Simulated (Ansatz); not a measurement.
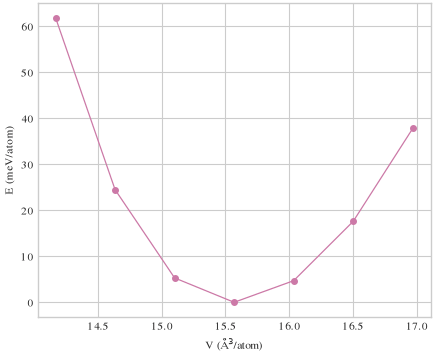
*Ge2Mo in space group Fddd (No. 70; Ge on 16f, Mo on 8a) under volume change, PBE (plane waves, PAW; program Ansatz), shape and atoms relaxed at each volume.*

Q: What does a third-order Birch–Murnaghan fit give for V₀, B₀ and B′?

A: V₀ = 15.56 Å³/atom, B₀ = 125 GPa, B′ = 7.0.

A made-up cell: these elements were put on the sites of a structure type; neither database checked (COD, Materials Project) lists it. COD files the formula under space group No. 62, so this cell is another polymorph or a model. Its standing as an ambient phase is unchecked. The cell was relaxed with PBE under the symmetry of its start; whether a distortion lowers the energy is not shown. No spin polarisation was allowed.

Potentials: the later of the program's two PAW sets.
